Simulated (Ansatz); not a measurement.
# One shape, several levels: C2H7Al (SMILES [CH3][AlH][CH3])

Wanted: a comparison of 6 runs (HF/3-21G, HF/def2-SVPD, B3LYP/6-31G*, CAM-B3LYP/def2-SVPD, wB97M-V/def2-SVPD, CCSD/def2-SVPD) of C2H7Al. 

The calculation is run with Ansatz 0.2.0.

36 further runs of the same task are left out: 36 set aside as unsound or not needed.

## (1) The molecule

C2H7Al: 10 atoms, total charge 0, spin state singlet. SMILES: `[CH3][AlH][CH3]`. One bond was lengthened or shortened from a relaxed shape.

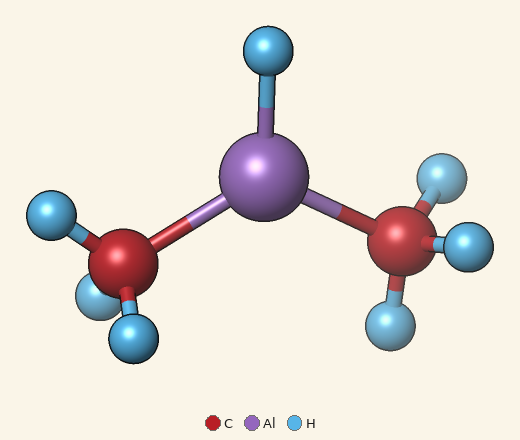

The structure, seen from a chosen angle (carbon red, aluminium purple, hydrogen blue).

## (2) The energy at HF/3-21G (run 1)

run.yaml reads:

```yaml
crystal:
  periodic: [false, false, false]
  atoms:
    - {symbol: C, position_ang: [-1.263808, 1.078412, -0.750984]}
    - {symbol: Al, position_ang: [0.452092, 0.176612, -0.504084]}
    - {symbol: C, position_ang: [0.859192, -0.794188, 1.142016]}
    - {symbol: H, position_ang: [-2.098708, 0.388012, -0.588884]}
    - {symbol: H, position_ang: [-1.381708, 1.523312, -1.741484]}
    - {symbol: H, position_ang: [-1.385008, 1.878512, -0.011284]}
    - {symbol: H, position_ang: [1.560992, 0.233612, -1.648884]}
    - {symbol: H, position_ang: [0.024292, -0.825188, 1.846316]}
    - {symbol: H, position_ang: [1.201900, -1.980900, 0.894300]}
    - {symbol: H, position_ang: [1.711592, -0.336088, 1.656816]}
basis:
  gaussian:
    orbitals: 3-21G.json
hamiltonian:
  xc: hf
accuracy: high
output: {orbitals: {seedname: orbitals}}
```

The basis set 3-21G is read from a file made from the Basis Set Exchange's data (not shown).

Launch:

```sh
ansatz run run.yaml --threads 1 --pin off --max-ram 3480MiB --events-out events.jsonl --progress --plain --runs-dir runs
```

Standard output:

```text
Warning: RAYON_NUM_THREADS=1 ignored (pool sized by the plan → 1); use --threads N
Functional definition: HF
  name "HF"
  exchange = exact_x
  correlation = 0
1071 factors; integrals over basis functions are off by at most 3.6e-9 eV
mean field evaluation 1: about -8704.8123 eV, gradient 2.5e1 eV
mean field evaluation 2: about -8704.8032 eV, gradient 2.5e1 eV
mean field evaluation 4: about -8706.3793 eV, gradient 1.7e0 eV
mean field evaluation 8: about -8706.3907 eV, gradient 1.2e-4 eV
mean field -8706.39070486 eV, -319.9539569999 hartree, gradient 1.2e-8 eV, S^2 0.000000; 0 other end points of the search recorded, 0 dependent functions left out
reference -8706.39070486 eV, -319.9539569999 hartree; 16, 16 occupied and 29, 29 virtual orbitals, 1071 factors
Total energy: -8706.39070486 eV, -319.9539569999 hartree
```

Run time: 0.38 s. Hardware: 1 thread of Arm Neoverse V2, shared host; peak memory 0.093 GiB.

## (3) A single-point energy at HF/def2-SVPD (run 2)

Changes to run.yaml since step 2:

```diff
@@ -14,7 +14,5 @@
 basis:
-  gaussian:
-    orbitals: 3-21G.json
-hamiltonian:
-  xc: hf
+  gaussian: {orbitals: def2-SVPD}
+hamiltonian: {xc: hf}
+output: {orbitals: {seedname: orbitals}}
 accuracy: high
-output: {orbitals: {seedname: orbitals}}
```

Launch:

```sh
ansatz run run.yaml --threads 1 --pin off --max-ram 3480MiB --events-out events.jsonl --progress --plain --runs-dir runs
```

Standard output:

```text
Warning: RAYON_NUM_THREADS=1 ignored (pool sized by the plan → 1); use --threads N
[... 4 set-up lines as earlier in the session ...]
2458 factors; integrals over basis functions are off by at most 3.3e-9 eV
mean field evaluation 1: about -8748.2732 eV, gradient 3.0e1 eV
mean field evaluation 2: about -8748.2754 eV, gradient 3.0e1 eV
mean field evaluation 4: about -8750.7643 eV, gradient 2.4e0 eV
mean field evaluation 8: about -8750.7922 eV, gradient 7.9e-3 eV
mean field -8750.79221383 eV, -321.5856823583 hartree, gradient 2.3e-8 eV, S^2 0.000000; 0 other end points of the search recorded, 0 dependent functions left out
reference -8750.79221383 eV, -321.5856823583 hartree; 16, 16 occupied and 104, 104 virtual orbitals, 2458 factors
Total energy: -8750.79221383 eV, -321.5856823583 hartree
```

Run time: 4.8 s. Hardware: 1 thread of Arm Neoverse V2, shared host; peak memory 0.38 GiB.

Runs 3 to 4 aren't shown in full; the table further down has their settings and results.

## (4) The energy at wB97M-V/def2-SVPD (run 5)

in.yaml reads:

```yaml
crystal:
  periodic: [false, false, false]
  atoms:
    - {symbol: C, position_ang: [-1.263808, 1.078412, -0.750984]}
    - {symbol: Al, position_ang: [0.452092, 0.176612, -0.504084]}
    - {symbol: C, position_ang: [0.859192, -0.794188, 1.142016]}
    - {symbol: H, position_ang: [-2.098708, 0.388012, -0.588884]}
    - {symbol: H, position_ang: [-1.381708, 1.523312, -1.741484]}
    - {symbol: H, position_ang: [-1.385008, 1.878512, -0.011284]}
    - {symbol: H, position_ang: [1.560992, 0.233612, -1.648884]}
    - {symbol: H, position_ang: [0.024292, -0.825188, 1.846316]}
    - {symbol: H, position_ang: [1.201900, -1.980900, 0.894300]}
    - {symbol: H, position_ang: [1.711592, -0.336088, 1.656816]}
basis:
  gaussian:
    orbitals: def2-SVPD
accuracy: high
output: {orbitals: {seedname: orbitals}}
hamiltonian:
  xc: {name: wB97M-V}
```

Launch:

```sh
ansatz run in.yaml --threads 1 --pin off --max-ram 3480MiB --events-out events.jsonl --progress --plain --runs-dir runs
```

Standard output, shortened:

```text
Warning: RAYON_NUM_THREADS=1 ignored (pool sized by the plan → 1); use --threads N
Functional definition: wB97M-V
  name "wB97M-V"
[...]
  gx(w, u) = 1 - cx + cx01*u + cx10*w
  gss(w, u) = css00 + css04*u^4 + css10*w + css20*w^2 + css43*w^4*u^3
  gos(w, u) = cos00 + cos10*w + (cos20 + cos21*u)*w^2 + (cos60 + cos61*u)*w^6
[...]
      + integral(e_c_pw_mod_opposite_spin*gos(b97_w_opposite, b97_u_opposite)) + vv10(b, c)
2458 factors; integrals over basis functions are off by at most 3.3e-9 eV
529 factors; integrals over basis functions are off by at most 1.9e-9 eV
[...]
mean field -8779.16421295 eV, -322.6283340946 hartree, gradient 4.0e-8 eV, S^2 0.000000; 0 other end points of the search recorded, 0 dependent functions left out
reference -8779.16421981 eV, -322.6283343467 hartree; 16, 16 occupied and 104, 104 virtual orbitals, 2458 factors
Total energy: -8779.16421981 eV, -322.6283343467 hartree
```

It took 74 s on 1 thread of Arm Neoverse V2, shared host; peak memory 0.74 GiB.

## (5) The energy at CCSD/def2-SVPD (run 6)

molecule.yaml reads:

```yaml
crystal:
  periodic: [false, false, false]
  atoms:
    - {symbol: C, position_ang: [-1.263808, 1.078412, -0.750984]}
    - {symbol: Al, position_ang: [0.452092, 0.176612, -0.504084]}
    - {symbol: C, position_ang: [0.859192, -0.794188, 1.142016]}
    - {symbol: H, position_ang: [-2.098708, 0.388012, -0.588884]}
    - {symbol: H, position_ang: [-1.381708, 1.523312, -1.741484]}
    - {symbol: H, position_ang: [-1.385008, 1.878512, -0.011284]}
    - {symbol: H, position_ang: [1.560992, 0.233612, -1.648884]}
    - {symbol: H, position_ang: [0.024292, -0.825188, 1.846316]}
    - {symbol: H, position_ang: [1.201900, -1.980900, 0.894300]}
    - {symbol: H, position_ang: [1.711592, -0.336088, 1.656816]}
basis:
  gaussian:
    orbitals: def2-SVPD
correlation:
  method: ccsd
  frozen_orbitals: {Al: 5, C: 1, H: 0}
accuracy: high
scf:
  omitted_lower_state_checks: [cluster_reference, increment]
```

Launch:

```sh
ansatz run molecule.yaml --threads 1 --pin off --max-ram 3480MiB --events-out events.jsonl --progress --plain --runs-dir runs
```

Standard output:

```text
Warning: RAYON_NUM_THREADS=1 ignored (pool sized by the plan → 1); use --threads N
[... 11 lines left out ...]
7 core orbitals not correlated: weight in the atoms' cores, before any rotation towards them, 1.000 or more for the frozen orbitals, at most 0.000 for the correlated occupied ones
[... 23 lines left out ...]
Total energy: -8762.50310261 eV, -322.0160495831 hartree
Checks for a lower state left out: cluster_reference, increment
```

Run time: 27 s. Hardware: 1 thread of Arm Neoverse V2, shared host; peak memory 1.2 GiB.

## (6) All runs side by side

| run | level | frozen core orbitals | energy (Eh) | HOMO energy (eV) | LUMO energy (eV) | HOMO–LUMO gap (eV) | wall time |
| --- | --- | --- | --- | --- | --- | --- | --- |
| 1 | HF/3-21G | – | -319.953957 | -10.70 | 1.92 | 12.62 | 0.38 s |
| 2 | HF/def2-SVPD | – | -321.585682 | -10.87 | 1.55 | 12.43 | 4.8 s |
| 3 | B3LYP/6-31G* (spherical functions) | – | -322.846871 | -7.32 | -0.94 | 6.37 | 3.9 s |
| 4 | CAM-B3LYP/def2-SVPD | – | -322.660115 | -9.19 | 0.07 | 9.26 | 11 s |
| 5 | wB97M-V/def2-SVPD | – | -322.628334 | -10.05 | 0.75 | 10.81 | 74 s |
| 6 | CCSD/def2-SVPD | 7 | -322.016050 | – | – | – | 27 s |

## (7) Results

| quantity | value |
| --- | --- |
| run 6: total energy | -322.01605 Eh |
| run 6: correlation energy (7 core orbitals frozen) | -430.4 mEh |
| run 6: T1 diagnostic | 0.010 |

What this shows: Over runs 1, 2, 3, 4, 5 the HOMO–LUMO gap runs from 6.37 eV (B3LYP/6-31G*) to 12.62 eV (HF/3-21G). The two ends differ in method and basis. Totals of different functionals can't be ranked against each other. All runs together took 2 min, the longest 74 s.
